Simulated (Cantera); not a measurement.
Charge: 1 mol CHF3, a varied amount of H2, held at 2448.15 K and 35000 Pa.

These are equilibrium values from Cantera (NASA tables, ideal gas, pure condensed phases), not measurements of a reactor. Candidate condensed phases: C, C6H6, C7H8, C8H18; 95 gas species. The tables' values for C2F4 are old estimates; treat these amounts as uncertain. Gases not in the tables: C2F6 and larger saturated fluorocarbons. The numbers say what is thermodynamically allowed, not how fast it happens.

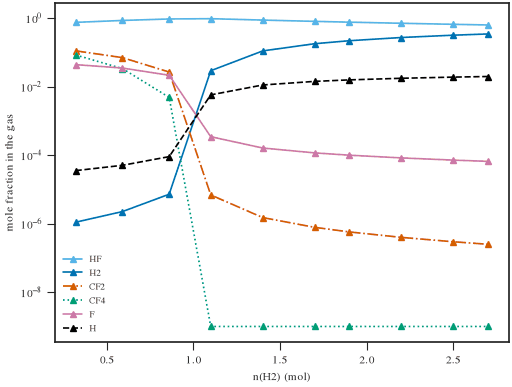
Fig. 1. Equilibrium gas composition (values under 1e-9 drawn at 1e-9)

Problem. Read off the mole fractions at 0.59 mol H2.

Solution. HF about 0.86, CF2 about 0.070, F about 0.035, CF4 about 0.034, H about 5.1e-5, H2 about 2.3e-6.
